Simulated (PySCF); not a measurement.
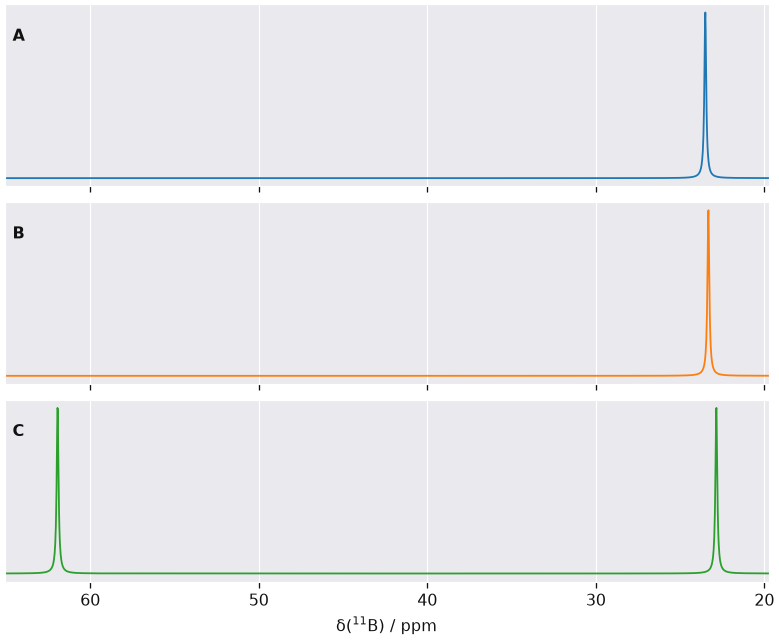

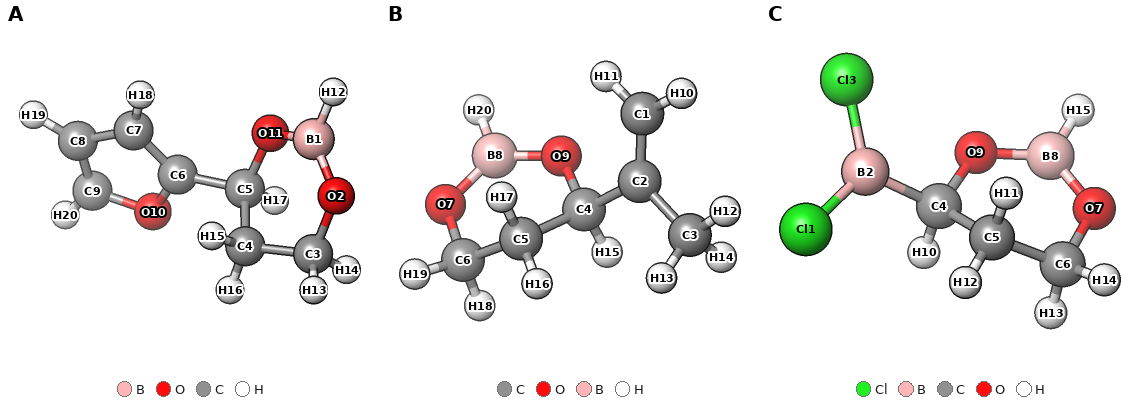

Related molecules: A is C₇H₉BO₃, SMILES B1OCC[C@@H](c2ccco2)O1; B is C₆H₁₁BO₂, SMILES C=C(C)[C@H]1CCOBO1; C is C₃H₆B₂Cl₂O₂, SMILES ClB(Cl)[C@@H]1CCOBO1. GIAO ¹¹B shifts against BF₃.OEt₂, PBE0/pcSseg-1 in PySCF 2.14.0, at a GFN2-xTB geometry (no frequency check); fully decoupled, line heights follow the number of nuclei within a panel, widths are arbitrary (no quadrupolar broadening); values of one conformer, averaged over nuclei that symmetry or rotation about single bonds exchange, these motions taken as fast; other conformers aren't averaged in.

Assign the ¹¹B signals of each molecule.

Answer. A: 23.5 (B1)
B: 23.3 (B8)
C: 61.9 (B2); 22.8 (B8)

Limits of at least one run: the tight-binding geometry is rougher than a DFT one and adds to the error.
